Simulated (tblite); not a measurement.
**Geometry relaxation of C4H14B2Si (part 2 of 2)**

The same run, continued: C4H14B2Si; GFN2-xTB geometry optimisation, gas phase (tblite 0.8.0). It belongs to a series of runs on one base structure; here: H on B replaced by BH2.

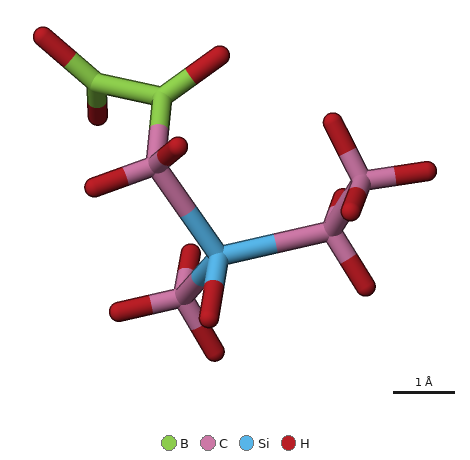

The geometry at step 174 of the log (stick view, seen at a tilt).

### Trajectory as extended XYZ, continued
```
21
Properties=species:S:1:pos:R:3:forces:R:3 step=109 energy=-539.83576
B     3.0870    1.2683    1.1474    0.0180  -0.0080  -0.0110
B     1.5874    0.7308    0.8402   -0.0320   0.1140   0.0020
C     1.0186    0.3774   -0.5948    0.0200   0.0100  -0.0260
Si   -0.4794   -0.8047   -0.6762    0.0030  -0.0280  -0.0120
C     0.0355   -2.5498   -0.1204   -0.0160   0.0030   0.0240
C    -1.8683   -0.1261    0.4465   -0.0080   0.0190  -0.0020
C    -2.1978    1.3365    0.1636   -0.0340   0.0150   0.0040
H     3.3028    2.4245    1.0809    0.0240  -0.0530  -0.0040
H     4.0045    0.6223    1.4902   -0.0050  -0.0140  -0.0030
H     0.7901    0.7515    1.7113    0.0130  -0.0030  -0.0010
H     1.7968    0.0574   -1.2896    0.0000  -0.0020   0.0100
H     0.6665    1.3350   -0.9898    0.0130  -0.0010   0.0160
H    -0.9791   -0.8565   -2.0685    0.0070  -0.0050  -0.0010
H     0.4131   -2.5400    0.8981    0.0320  -0.0070  -0.0090
H     0.8173   -2.9482   -0.7606   -0.0180   0.0160   0.0290
H    -0.7983   -3.2443   -0.1507   -0.0090   0.0090  -0.0240
H    -2.7784   -0.7167    0.3286    0.0130  -0.0200  -0.0020
H    -1.5787   -0.2210    1.4942    0.0180  -0.0160  -0.0050
H    -1.3080    1.9592    0.2322   -0.0280  -0.0360   0.0290
H    -2.9263    1.7132    0.8804   -0.0310   0.0060  -0.0210
H    -2.6143    1.4482   -0.8355    0.0210   0.0020   0.0060
21
Properties=species:S:1:pos:R:3:forces:R:3 step=131 energy=-539.91349
B     3.0496    0.8337    1.1096    0.1080   0.0730  -0.0330
B     1.4683    1.0048    0.7743    0.0910  -0.1010  -0.0890
C     0.9174    0.6571   -0.6596    0.0270  -0.0700   0.0050
Si   -0.4029   -0.7378   -0.6782    0.0050   0.0580   0.1170
C     0.2143   -2.3981    0.0126    0.0230   0.0180  -0.0400
C    -1.8579   -0.1714    0.4290    0.0260  -0.0970   0.0160
C    -2.2816    1.2728    0.1958   -0.0380  -0.0680   0.0050
H     3.7929    1.7348    0.9268   -0.0840  -0.0930   0.0380
H     3.5809   -0.1456    1.4844   -0.0730   0.0070   0.0070
H     0.6792    1.4462    1.5228   -0.0450   0.0690   0.0910
H     1.7125    0.3963   -1.3573   -0.0400   0.0120  -0.0740
H     0.3971    1.5252   -1.0673    0.0510  -0.0060  -0.0230
H    -0.8129   -0.9596   -2.0871   -0.0440   0.0760   0.0840
H     0.5826   -2.3018    1.0294    0.0330   0.0060  -0.0120
H     1.0158   -2.8006   -0.5985    0.0160  -0.0160   0.0410
H    -0.5904   -3.1275    0.0216    0.0270  -0.0150  -0.0030
H    -2.7296   -0.8141    0.2742    0.1040   0.0000   0.0170
H    -1.5711   -0.2817    1.4798   -0.0470  -0.0400  -0.0870
H    -1.4818    1.9623    0.4529   -0.0380  -0.0220  -0.0080
H    -3.1486    1.5030    0.8106   -0.0460   0.1250  -0.0160
H    -2.5427    1.4188   -0.8481   -0.0570   0.0830  -0.0350
21
Properties=species:S:1:pos:R:3:forces:R:3 step=153 energy=-539.97451
B     2.9333    0.4796    1.1102    0.0110   0.0080   0.0150
B     1.5270    1.1008    0.5874   -0.0280  -0.0060  -0.0170
C     0.8702    0.7874   -0.7987    0.0000  -0.0060  -0.0030
Si   -0.3789   -0.6626   -0.6273   -0.0120   0.0240   0.0230
C     0.4181   -2.2302    0.0929   -0.0060   0.0000  -0.0080
C    -1.8592   -0.1726    0.4768   -0.0100   0.0100  -0.0020
C    -2.3736    1.2368    0.2010   -0.0070  -0.0020   0.0020
H     3.9573    1.0453    1.0033    0.0120  -0.0070  -0.0090
H     3.0056   -0.5485    1.6731    0.0170  -0.0160   0.0080
H     0.9081    1.8298    1.2795   -0.0090   0.0160   0.0280
H     1.5829    0.4926   -1.5681    0.0220  -0.0030   0.0140
H     0.3029    1.6333   -1.1873    0.0100  -0.0340  -0.0240
H    -0.8816   -0.9564   -1.9871   -0.0110   0.0040  -0.0350
H     0.7796   -2.0590    1.1018    0.0150  -0.0070   0.0040
H     1.2605   -2.5586   -0.5073   -0.0030   0.0030   0.0040
H    -0.2976   -3.0462    0.1321    0.0210  -0.0040  -0.0050
H    -2.6748   -0.8813    0.3211    0.0110  -0.0040   0.0060
H    -1.5848   -0.2477    1.5309   -0.0030   0.0060  -0.0080
H    -1.6216    1.9731    0.4743   -0.0290   0.0000  -0.0180
H    -3.2769    1.4419    0.7740    0.0120   0.0110   0.0040
H    -2.6054    1.3594   -0.8552   -0.0150   0.0060   0.0210
21
Properties=species:S:1:pos:R:3:forces:R:3 step=174 energy=-539.98061
B     2.9317    0.4861    1.1376    0.0200  -0.0020  -0.0060
B     1.5173    1.0864    0.6062   -0.0140  -0.0010   0.0030
C     0.9035    0.7479   -0.7947   -0.0010   0.0040   0.0010
Si   -0.3968   -0.6550   -0.6269    0.0110  -0.0130  -0.0070
C     0.4194   -2.2242    0.0707    0.0010  -0.0060  -0.0050
C    -1.8656   -0.1534    0.4871    0.0080  -0.0060   0.0010
C    -2.4015    1.2456    0.2007    0.0000  -0.0010   0.0000
H     3.9442    1.0698    1.0094   -0.0030  -0.0070   0.0050
H     3.0393   -0.5450    1.6910   -0.0080   0.0100   0.0040
H     0.8747    1.8171    1.2757    0.0030   0.0060  -0.0010
H     1.6385    0.4042   -1.5224   -0.0010   0.0100   0.0050
H     0.3799    1.5948   -1.2369    0.0030   0.0070  -0.0010
H    -0.9151   -0.9256   -1.9879    0.0040  -0.0020   0.0010
H     0.7910   -2.0619    1.0782   -0.0120  -0.0010  -0.0120
H     1.2631   -2.5254   -0.5420    0.0000  -0.0050  -0.0010
H    -0.2755   -3.0575    0.1032   -0.0080   0.0010   0.0010
H    -2.6759   -0.8728    0.3551    0.0030  -0.0070   0.0130
H    -1.5731   -0.2102    1.5372   -0.0010   0.0090   0.0050
H    -1.6438    1.9947    0.4148    0.0020   0.0030  -0.0090
H    -3.2746    1.4609    0.8151   -0.0020   0.0050   0.0020
H    -2.6896    1.3406   -0.8438   -0.0060  -0.0030   0.0010
21
Properties=species:S:1:pos:R:3:forces:R:3 step=196 energy=-539.98670
B     2.8705    0.4585    1.1986    0.0010  -0.0080   0.0200
B     1.5148    1.1150    0.5864   -0.0070  -0.0040  -0.0050
C     0.9346    0.7494   -0.8219   -0.0020  -0.0070   0.0050
Si   -0.3847   -0.6344   -0.6355    0.0230   0.0000   0.0000
C     0.4087   -2.2324    0.0191   -0.0080  -0.0260  -0.0090
C    -1.7866   -0.1109    0.5495    0.0080   0.0070  -0.0040
C    -2.4269    1.2226    0.1783   -0.0140  -0.0030   0.0020
H     3.9254    0.9640    1.0904    0.0080   0.0070  -0.0010
H     2.8807   -0.5444    1.8119   -0.0020   0.0080  -0.0070
H     0.8856    1.8980    1.2076    0.0050   0.0120  -0.0110
H     1.6841    0.3713   -1.5163    0.0010   0.0050  -0.0080
H     0.4358    1.5878   -1.3075    0.0060  -0.0020   0.0150
H    -0.9489   -0.8841   -1.9814   -0.0100   0.0040   0.0020
H     0.7667   -2.1110    1.0364    0.0050   0.0090   0.0040
H     1.2554   -2.5284   -0.5917    0.0030  -0.0020  -0.0060
H    -0.3009   -3.0538    0.0153    0.0000  -0.0130   0.0010
H    -2.5591   -0.8817    0.5665   -0.0100   0.0030  -0.0050
H    -1.4003   -0.0428    1.5681    0.0120   0.0020   0.0090
H    -1.6898    2.0220    0.2036   -0.0190  -0.0230   0.0030
H    -3.2262    1.4741    0.8744   -0.0020   0.0160  -0.0210
H    -2.8475    1.1779   -0.8243    0.0010   0.0130   0.0180
21
Properties=species:S:1:pos:R:3:forces:R:3 step=218 energy=-539.98802
B     2.8674    0.4645    1.2296   -0.0060   0.0010  -0.0040
B     1.5307    1.1239    0.5786    0.0010   0.0010  -0.0020
C     0.9513    0.7361   -0.8243    0.0050   0.0060  -0.0010
Si   -0.3846   -0.6306   -0.6321    0.0000  -0.0010  -0.0040
C     0.3961   -2.2481   -0.0089   -0.0010  -0.0010   0.0030
C    -1.7677   -0.0948    0.5707   -0.0020  -0.0010   0.0020
C    -2.4434    1.2136    0.1726    0.0020  -0.0020   0.0020
H     3.9306    0.9543    1.1254   -0.0010  -0.0020   0.0010
H     2.8525   -0.5202    1.8708    0.0000   0.0010   0.0020
H     0.9157    1.9414    1.1694   -0.0010   0.0000   0.0000
H     1.6999    0.3429   -1.5117    0.0000  -0.0010   0.0030
H     0.4636    1.5740   -1.3217    0.0010   0.0010  -0.0010
H    -0.9763   -0.8575   -1.9704    0.0020  -0.0010  -0.0010
H     0.7644   -2.1434    1.0069    0.0060   0.0020   0.0020
H     1.2350   -2.5434   -0.6310   -0.0040  -0.0010  -0.0030
H    -0.3213   -3.0627   -0.0173    0.0000  -0.0040  -0.0010
H    -2.5259   -0.8780    0.6298    0.0040   0.0000   0.0010
H    -1.3574    0.0131    1.5767   -0.0050   0.0000  -0.0010
H    -1.7236    2.0279    0.1647    0.0020   0.0000   0.0010
H    -3.2386    1.4700    0.8711   -0.0010   0.0020   0.0000
H    -2.8773    1.1338   -0.8216    0.0000   0.0000   0.0010
```

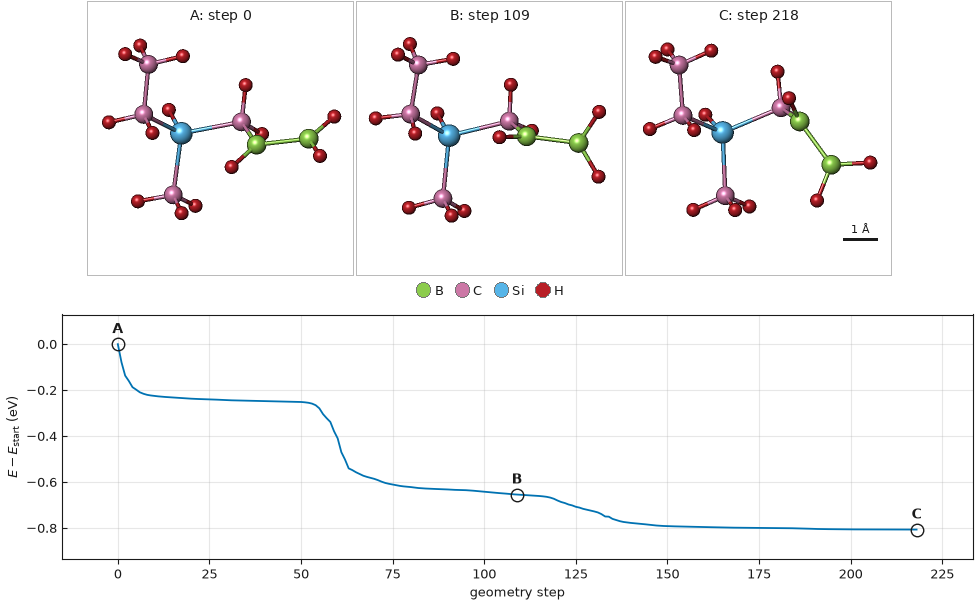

Frames of the relaxation (ball-and-stick view, seen at a tilt) above the curves, on which the letters mark them (steps are counted from 0).

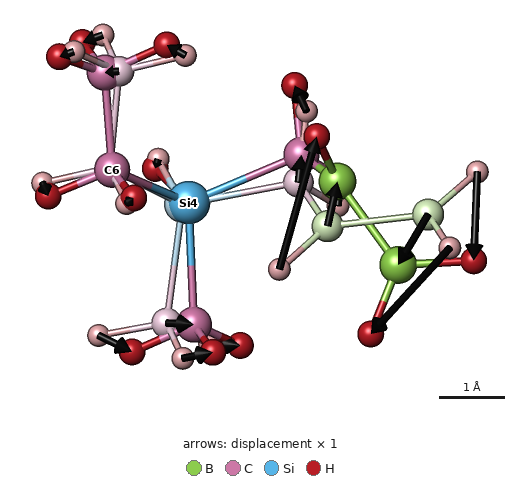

Start (faint) and end (solid) with the displacements as black arrows, at true length (ball-and-stick view, seen at a tilt). The two geometries are laid on each other by the best rigid fit. Over 218 geometry steps the energy falls by 0.806 eV. Largest force component: 0.8 eV/Å at the start, 0.006 eV/Å at the end. H10 moves most after the best rigid fit: 2.16 Å. By element the largest moves are H 2.16 Å, B 0.96 Å, C 0.48 Å, Si 0.12 Å. Distances before and after: C3–Si4 1.877 → 1.921 Å, B1–B2 1.666 → 1.626 Å, Si4–C6 1.881 → 1.910 Å, Si4–H13 1.454 → 1.481 Å. Among the angles that change: C3–B2–H10 121.6° → 115.3°, H8–B1–H9 119.9° → 114.1°, B1–B2–C3 120.3° → 124.2°. (Atoms are counted from 1 in the order of the input.)

The run was set up as follows.

### The input
```
{"job": {"kind": "relax", "xc": "GFN2-xTB", "basis": "xTB"}, "charge": 0, "multiplicity": 1}
B      3.016100     1.387100     1.141500
B      1.655100     0.470500     0.854500
C      1.059300     0.365500    -0.600200
Si    -0.476700    -0.711900    -0.655100
C     -0.027200    -2.471300    -0.166600
C     -1.807300    -0.080100     0.514400
C     -2.225700     1.338500     0.142500
H      3.523400     1.981500     0.257300
H      3.463100     1.459000     2.232700
H      1.163700    -0.111400     1.775700
H      1.808700    -0.058900    -1.290500
H      0.774700     1.381900    -0.954900
H     -1.014200    -0.724100    -2.006500
H      0.355300    -2.489500     0.866200
H      0.757500    -2.837300    -0.857300
H     -0.927600    -3.113600    -0.240400
H     -2.679600    -0.752600     0.461600
H     -1.414700    -0.097600     1.556700
H     -1.371100     2.038800     0.253300
H     -3.030800     1.670900     0.835000
H     -2.611000     1.371400    -0.892400
```

The first line tells a small driver script what to run in tblite; the rest is the geometry in Å.

Launch command:
```bash
OMP_NUM_THREADS=1 python <driver script> task.json out
```

### Key numbers

- outcome: converged
- total energy: −539.9880 eV
- hardware: 1 CPU thread, shared host
- wall time: 2.8 s
- peak memory: 0.18 GiB
